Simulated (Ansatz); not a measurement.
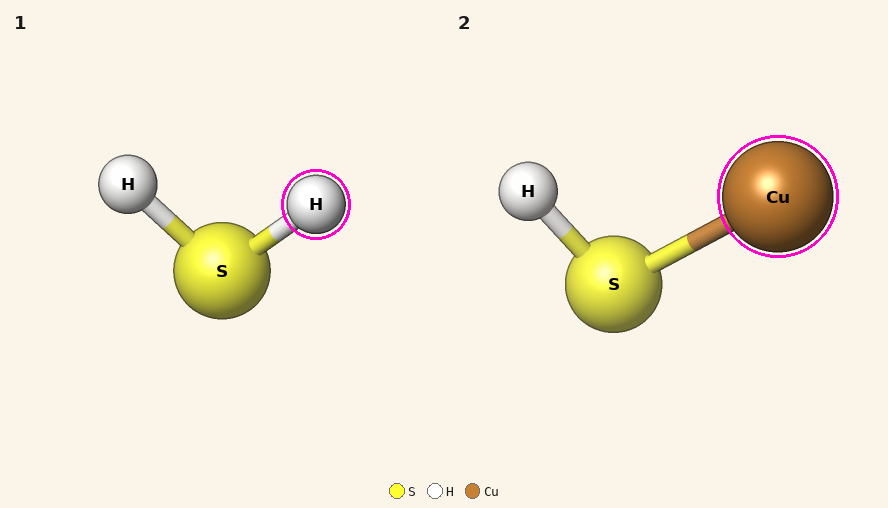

2 molecules with one skeleton, seen from the same side and at one scale; the atom that differs is circled. Each species is neutral and a spin singlet. Computed geometries: PBE0-D4/def2-TZVP optimisations, one conformation each. Properties computed with Ansatz 0.2.0.

One atom differs, called X below: H in panel 1, Cu in panel 2. Their formulas are H2S (`S`), CuHS (`[SH][Cu]`).

**In which is the length of X–S larger (PBE0-D4/def2-TZVP)?**

In panel 2 (X = Cu).

**In which is the vertical ionisation energy higher (ωB97M-V/def2-TZVPP)?**

In panel 1 (X = H).

Give the values. With PBE0-D4/def2-TZVP: length of X–S (Å), angle X–S–H (°). With ωB97M-V/def2-TZVPP: dipole moment (D), HOMO energy (Kohn–Sham orbital) (eV), HOMO–LUMO gap (eV), vertical ionisation energy (eV).

```csv
quantity,1 (H),2 (Cu),2 − 1
length of X–S (Å),1.341,2.117,+0.776
angle X–S–H (°),92.3,93.6,+1.3
dipole moment (D),1.06,4.40,+3.34
HOMO energy (Kohn–Sham orbital) (eV),−9.74,−8.45,+1.29
HOMO–LUMO gap (eV),12.17,7.52,−4.65
vertical ionisation energy (eV),10.40,8.60,−1.80
```
